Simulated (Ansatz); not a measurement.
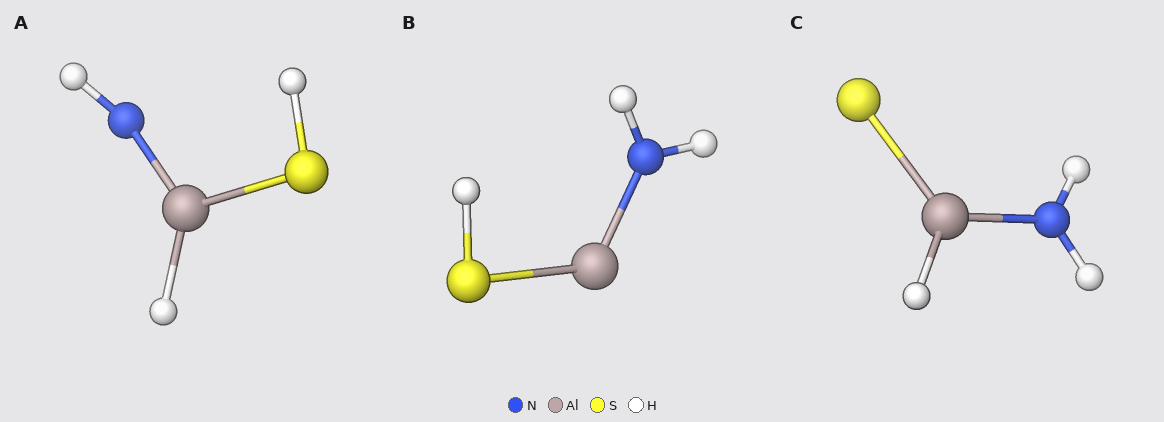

3 stationary structures of one formula. Charge 0, doublet. Geometries: PBE-D4/def2-SVP. Electronic energies: PBE-D4/def2-SVP (Ansatz 0.2.0), without zero-point energy. No frequency run is at hand to confirm each as a minimum.

Rank them by energy, lowest first.

Answer. B is lowest; C lies 30.9 kJ/mol above it (C1), A lies 144.4 kJ/mol above it (C1).
